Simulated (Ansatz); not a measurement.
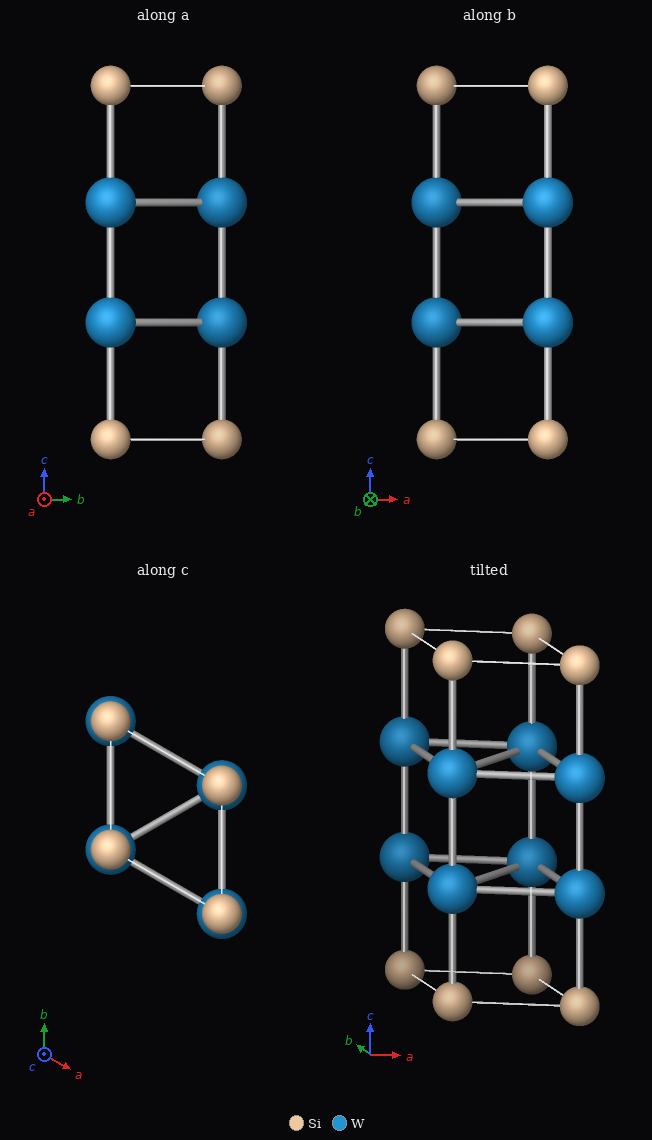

Ball-and-stick drawing of the structure, looking along the a axis, along the b axis, along the c axis and slightly off an axis. Lines trace the edges of the conventional unit cell.

Lattice parameters: a = 2.7787 Å, b = 2.7787 Å, c = 7.6512 Å, α = 90.000°, β = 90.000°, γ = 120.000°.

### Express the structure as a CIF with its space group and independent sites, with free fractional coordinates to two decimals.

```cif
data_structure
_symmetry_space_group_name_H-M 'P 6/m m m'
_symmetry_Int_Tables_number 191
_cell_length_a 2.7787
_cell_length_b 2.7787
_cell_length_c 7.6512
_cell_angle_alpha 90.000
_cell_angle_beta 90.000
_cell_angle_gamma 120.000
_cell_volume 51.16
loop_
_atom_site_label
_atom_site_type_symbol
_atom_site_symmetry_multiplicity
_atom_site_Wyckoff_symbol
_atom_site_fract_x
_atom_site_fract_y
_atom_site_fract_z
_atom_site_occupancy
Si1 Si 1 a 0.00 0.00 0.00 1
W1 W 2 e 0.00 0.00 0.67 1
```

The starting point was a random cell made by a generator, so it need not be a real form of the compound. The final geometry of a relaxation with DFT PBE, scalar-relativistic, plane waves, PAW in Ansatz 0.2.0 is shown.
